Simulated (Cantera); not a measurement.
Input: 1 mol Fe3O4, a varied amount of HCl, 1.5 mol O2, equilibrated at 1325 K and 255 Torr.

These are equilibrium values from Cantera (NASA tables, ideal gas, pure condensed phases), not measurements of a reactor. Candidate condensed phases: Fe, FeCl2, FeCl3, FeO, Fe(OH)2, Fe(OH)3, Fe2O3, Fe3O4, H2O; 22 gas species. Rates play no part.

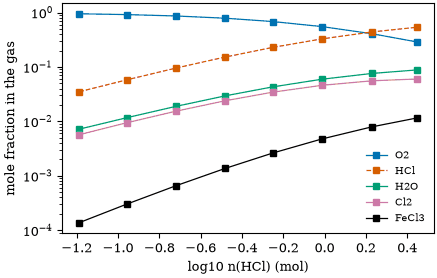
*Equilibrium gas composition (values under 1e-9 drawn at 1e-9)*

From 0.065 mol HCl to 2.8 mol HCl the condensed part is Fe2O3(s). The main Fe-bearing gas is FeCl2 at 0.065 mol HCl and FeCl3 at 2.8 mol HCl.
